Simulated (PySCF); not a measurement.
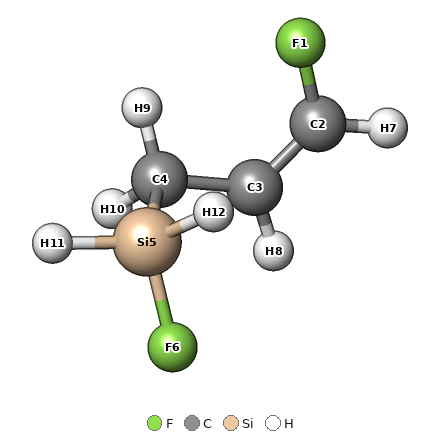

C₃H₆F₂Si, SMILES F/C=C\C[SiH2]F. Vertical core-electron binding energies by ΔSCF (SCAN, pcX-2 on the ionised atom, pcseg-1 elsewhere, spin-free X2C; PySCF 2.14.0, at a GFN2-xTB geometry (no frequency check)), gas phase, against the vacuum level. One atom of each kind was ionised; within a panel, areas follow the number of like atoms, Gaussians of 1.0 eV full width. Only the regions named are shown. Lines closer than the width merge in the curve.

> Predict the C 1s photoelectron lines.

```csv
level,atoms,binding energy (eV)
C 1s,C2,292.5
C 1s,C3,290.8
C 1s,C4,290.7
```

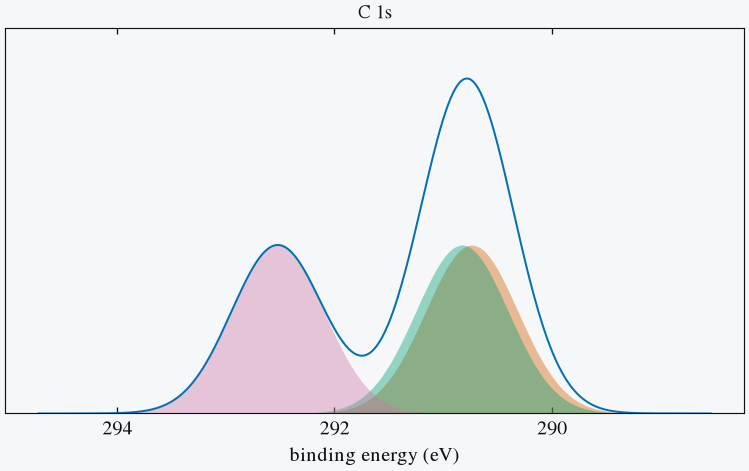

Caveats: one conformer of a flexible molecule; the tight-binding geometry is rougher than a DFT one and adds to the error.
